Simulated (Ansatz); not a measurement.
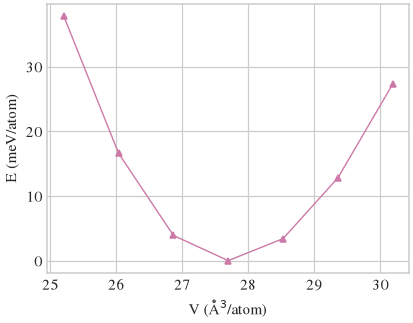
Fig. 1. Sn (hcp (Mg type), P6_3/mmc) under volume change, the program Ansatz at the PBE level (PAW), shape and atoms relaxed at each volume.

What does a third-order Birch–Murnaghan fit give for V₀, B₀ and B′?

V₀ = 27.71 Å³/atom, B₀ = 46.6 GPa, B′ = 5.0.

The start of the workflow was typed in or built on a structure type; neither database checked (COD, Materials Project) lists it. It is not the phase usual at ambient conditions (space group No. 141). The cell was relaxed with PBE under the symmetry of its start; whether a distortion lowers the energy is not shown. Spin–orbit coupling is left out wherever it is not named.

Potentials: the earlier of the program's two PAW sets.
